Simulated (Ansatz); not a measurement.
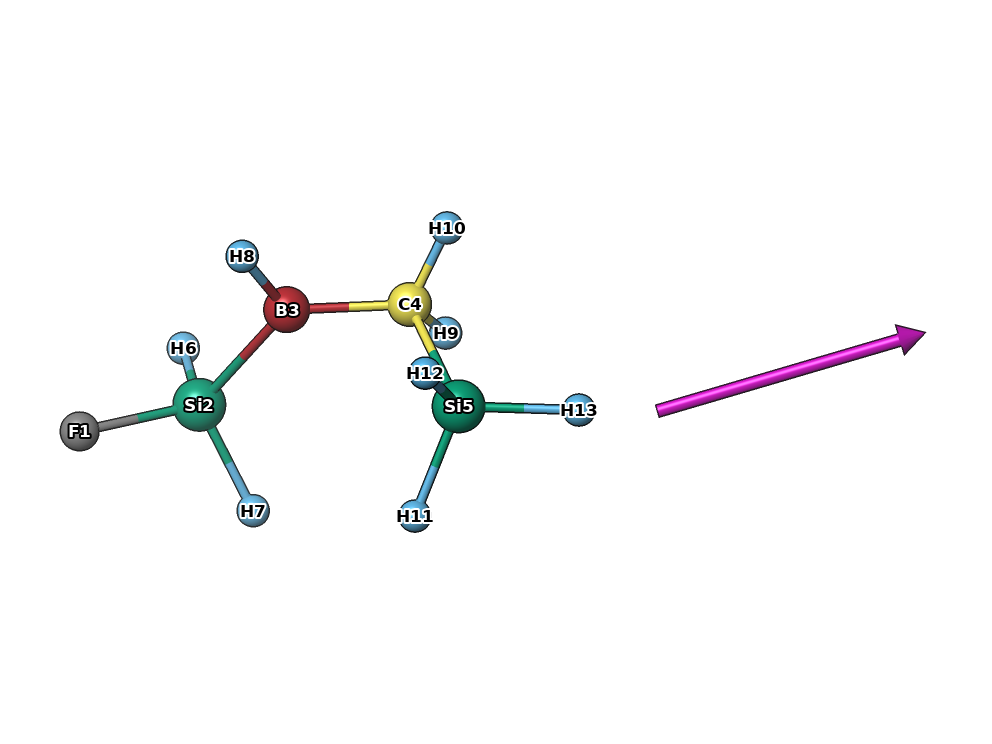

The arrow beside the molecule shows the direction of the dipole moment, from the negative to the positive end (its length means nothing). Computed geometry: PBE-D4/def2-SVP optimisation. No frequency run is at hand to confirm it as a minimum. Level of theory: RKS PBE-D4/def2-SVP (Ansatz 0.2.0).

Q: How large is the dipole moment?

A: 2.77 D; it points from the side of F1 to the side of H13 (the outermost atoms at the two ends).
